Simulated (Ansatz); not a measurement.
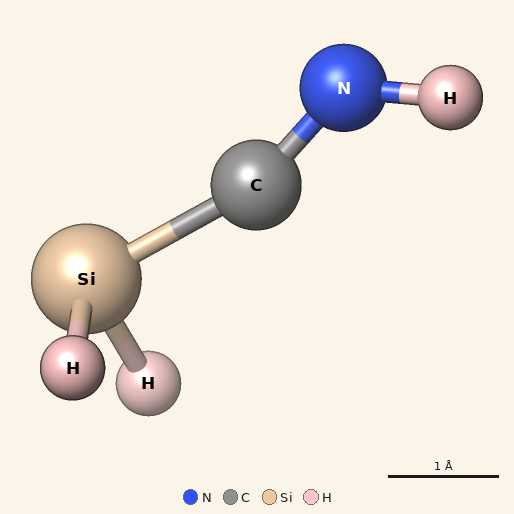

Depth is shown by fading: the farther an atom, the more it takes the colour of the background. The geometry was computed by an optimisation with PBE-D4/def2-SVP. No frequency run is at hand to confirm it as a minimum. Masses are those of the most abundant isotopes; constants are for the rigid equilibrium geometry.

**Classify the rotor and give the rotational constants (cm⁻¹).**

An asymmetric top (Cs): A = 3.31, B = 0.163, C = 0.161 cm⁻¹. Ray's parameter κ is −1.00, close to the prolate limit.
